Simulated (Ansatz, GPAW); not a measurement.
# STM contrast on 1T-SrClI bilayer, AA, part 3 of 3

Aim: Tersoff-Hamann images of 1T-SrClI bilayer, AA at several biases.

GPAW 26.7.0 and Ansatz 0.2.0; Ansatz plane waves; layer without images along its normal, relaxation of atoms and in-plane cell, with D3(BJ) dispersion; PAW set soft_1 (the session's first sound run).

So far, upper work function (eV): step 3 (plane waves, PBE) 3.65.

### 4. A second plane-wave code (continued)

Level of this step: Ansatz plane waves; slab in vacuum with a dipole correction; PAW set soft_1 (Ansatz).

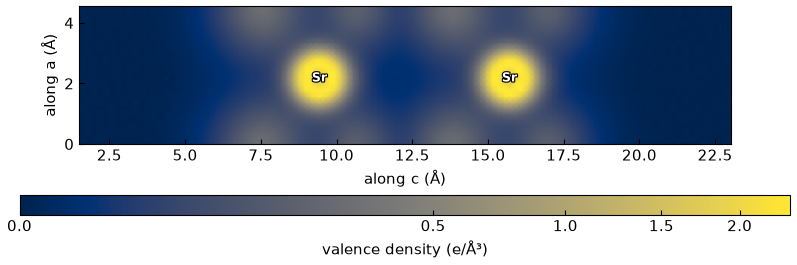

Valence density in the ca plane at fractional y = 0.000, with atoms of Sr within 0.2 Å of it. It is the smooth field of the valence electrons, not physical close to the nuclei. The map starts off the cell's origin, so that atoms lie inside it. The colour scale is stretched toward low values. The far vacuum is left out of the map.

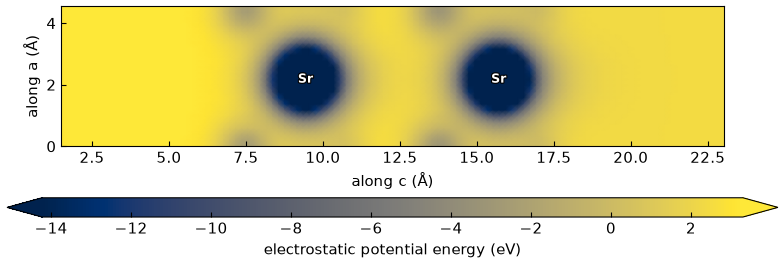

Electrostatic potential energy in the ca plane at fractional y = 0.000, with atoms of Sr within 0.2 Å of it. With pseudopotentials it is smooth inside the atoms' cores, unlike the true potential. The map starts off the cell's origin, so that atoms lie inside it. The far vacuum is left out of the map.

In a gap the Fermi level hangs on smearing and numerics, so the band edges are what compares: from the upper vacuum level Ansatz gives an ionisation energy of 5.50 eV and an affinity of 1.87 eV, GPAW 5.49 and 1.86 eV.

### 5. Side by side

Results and costs are gathered.

This step: comparison of work functions, dipole and cost; PAW set soft_1 (GPAW 26.7.0).

Ladder, by row:

| step | code | work function, upper (eV) | work function, lower (eV) | dipole (e Å) | wall time (s) | peak memory (GiB) | threads |
| --- | --- | --- | --- | --- | --- | --- | --- |
| pw | GPAW | 3.653 | 5.11 | 0.1441 | 232.4 | 0.73 | 1 |
| ansatz | Ansatz | 3.684 | 5.131 | 0.1429 | 11.63 | 1.369 | 4 |

### 6. A changed run

One more run, with changed settings.

This step: GPAW, PAW setups; slab in vacuum (GPAW 26.7.0).

Input file run.py:

```python
import json
import numpy as np
from ase import Atoms
from gpaw import GPAW

slab = Atoms(
    ['I', 'Sr', 'Cl', 'I', 'Sr', 'Cl'],
    positions=[
        [2.27180, 1.31162, 7.00000],
        [0.00000, 0.00000, 8.93221],
        [-0.00000, 2.62324, 10.22539],
        [2.27180, 1.31162, 13.27859],
        [0.00000, -0.00000, 15.20705],
        [-0.00000, 2.62324, 16.51717]],
    cell=[[4.54359, 0.0, -0.0], [-2.2718, 3.93487, 0.0], [-0.0, 0.0, 23.5172]],
    pbc=[True, True, False])

slab.calc = GPAW(mode='fd', h=0.4, xc='PBE', kpts={'size': (9, 9, 1), 'gamma': True},
                 occupations={'name': 'fermi-dirac', 'width': 0.05}, nbands='160%',
                 convergence={'density': 1e-05}, maxiter=50,
                 poissonsolver={'dipolelayer': 'xy'},
                 symmetry={'tolerance': 1e-3}, txt='slab.txt')
result = {}
energy = slab.get_potential_energy()
fermi = slab.calc.get_fermi_level()
v = slab.calc.get_electrostatic_potential().mean((0, 1)) - fermi
n = slab.calc.get_pseudo_density().mean((0, 1))
L = slab.cell[2, 2]
z = np.arange(len(v)) * L / len(v)
low, high = slab.positions[:, 2].min(), slab.positions[:, 2].max()
below, above = np.interp([low - 4.8, high + 4.8], z, v)
slopes = [np.interp(x, z, np.gradient(v, z)) for x in (low - 4.8, high + 4.8)]
eps = np.array([[slab.calc.get_eigenvalues(k, s) for k in range(len(slab.calc.get_ibz_k_points()))]
                for s in range(slab.calc.get_number_of_spins())]) - fermi
top, bottom = eps[eps < 0].max(), eps[eps > 0].min()
dipole = slab.get_dipole_moment()[2]
print(f'energy {energy:.4f} eV, Fermi level {fermi:.4f} eV, dipole {dipole:.5f} e A')
print(f'potential 4.8 A off the faces, from the Fermi level: lower {below:.4f} eV, upper {above:.4f} eV')
print(f'slope of the potential there: lower {slopes[0]:.5f}, upper {slopes[1]:.5f} eV/A')
print(f'nearest levels on the mesh: {top:.4f} and {bottom:.4f} eV')
print('magnetic moment', round(slab.get_magnetic_moment(), 3))
result.update(energy=energy, fermi=fermi, dipole=dipole, below=below, above=above, slopes=slopes, edges=[top, bottom],
              z=z.tolist(), v=v.tolist(), n=n.tolist(), positions=slab.positions.tolist(),
              forces=slab.get_forces(apply_constraint=False).tolist(), moments=slab.get_magnetic_moments().tolist())
json.dump(result, open('result.json', 'w'))
```

Command:

```console
OMP_NUM_THREADS=1 OPENBLAS_NUM_THREADS=1 python run.py
```

Numbers of over 12 decimals in the logs are rounded to 6 here.

What it wrote:

```text
energy -11.8312 eV, Fermi level -4.5483 eV, dipole 0.06032 e A
potential 4.8 A off the faces, from the Fermi level: lower 4.8536 eV, upper 4.2431 eV
slope of the potential there: lower -0.00008, upper 0.00003 eV/A
nearest levels on the mesh: -2.1237 and 1.9869 eV
magnetic moment 0.0
```

Wall time 20 s (1 thread of Intel Xeon Platinum 8488C (Sapphire Rapids), shared host); peak memory 0.17 GiB.

The run finished. A setting was moved off its sound value on purpose, so it serves as a test and not as the result.

The fault put into the input: a grid far too coarse (mode = "fd" and h = 0.4).

Side by side:

| quantity | this run | sound run | difference |
| --- | --- | --- | --- |
| dipole along the normal (e·Å) | 0.060322 | 0.14415 | -0.0838 |
| upper work function (eV) | 4.2431 | 3.6529 | 0.590 |
| lower work function (eV) | 4.8536 | 5.1100 | -0.256 |
| upper ionisation energy (eV) | 6.3668 | 5.4919 | 0.875 |

The two runs differ clearly in the dipole along the normal: 0.0603 e·Å against 0.144 e·Å.

### 7. What came out

| Item | Value |
| --- | --- |
| work function, upper and lower face (Fermi level placed in the gap by the smearing) | 3.653 and 5.110 eV |
| ionisation energy from the upper face (highest filled level on the mesh) | 5.49 eV |
| electron affinity from the upper face (lowest empty Kohn-Sham level on the mesh) | 1.86 eV |
| dipole along the normal | 0.144 e Å |

In words: With plane waves and PBE the ionisation energy from the upper face is 5.49 eV and the Kohn-Sham electron affinity 1.86 eV. The two faces differ by 1.5 eV, the step that the slab's dipole makes (e p/(ε0 A) gives 1.5 eV), so the dipole layer is needed. The levels nearest the Fermi level on the mesh lie 3.63 eV apart, so the slab is gapped there: the smearing puts the Fermi level inside the gap, and from either face the ionisation energy is the work function plus 1.8 eV. Both are Kohn-Sham levels on the mesh, and semilocal gaps are too small, so the affinity tends to come out too large and the ionisation energy too small. The starting lattice was a guess from atomic radii; the relaxation moved it by 7 %. The layers' spacing was relaxed with a D3(BJ) dispersion term, which the later single points do not need. With elements this heavy, spin-orbit coupling can move band edges by tenths of an eV. The layer's cell and atoms come from the relaxation; spin-orbit coupling and temperature are left out.

[Logs are printed without paths, hosts, clocks, repeated set-up lines and the standing remarks that a program may print on its own settings, such as how far it seeks lower states.]

[Hosts, paths, dates, database ids (printed as entryN), source tags and the programs' standing remarks are cut or masked in the printed files.]
